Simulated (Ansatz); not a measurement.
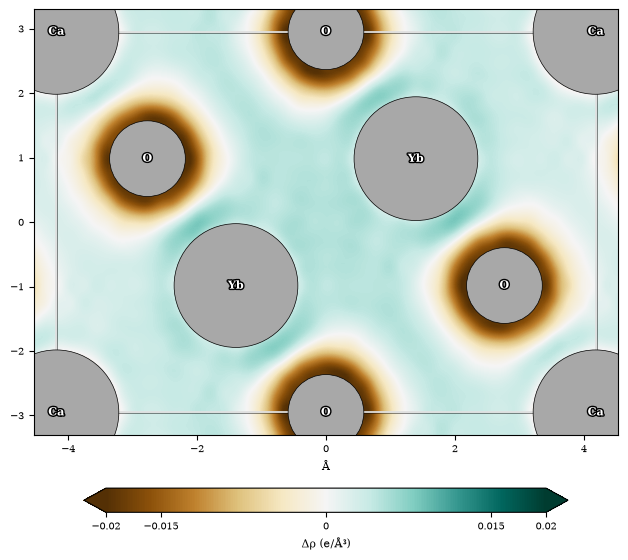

CaYb$_{2}$O$_{3}$. Difference of the valence pseudo-densities of two functionals at the same geometry, on the (110) plane of the calculation cell: one of PBE and r2SCAN less the other.

Space group P-3m1; a generated structure, not necessarily the stable one; computed without spin polarisation; no Hubbard U on the f states and no spin–orbit coupling.

Both computed with Ansatz (plane waves, PAW), on the same k-point mesh. Grey discs cover the atomic cores.

```yaml
crystal:
  lattice:
    - [3.40973, 0.00000, 0.00000]
    - [-1.70487, 2.95291, 0.00000]
    - [0.00000, 0.00000, 8.36795]
  atoms:
    - { symbol: Ca, position: [0.00000, 0.00000, 0.00000] }
    - { symbol: Yb, position: [0.66667, 0.33333, 0.66683] }
    - { symbol: Yb, position: [0.33333, 0.66667, 0.33317] }
    - { symbol: O, position: [0.33333, 0.66667, 0.83091] }
    - { symbol: O, position: [0.66667, 0.33333, 0.16909] }
    - { symbol: O, position: [0.00000, 0.00000, 0.50000] }
```

Which was subtracted from which, and what does the map show?

It is PBE less r2SCAN. Against r2SCAN, PBE gives more density around Yb (+0.006 e/Å³ on average at 1.2 Å from the nucleus), less density around O (−0.015 e/Å³ on average at 0.7 Å from the nucleus) and a change of +0.008 e/Å³ at the midpoint of Yb–O.
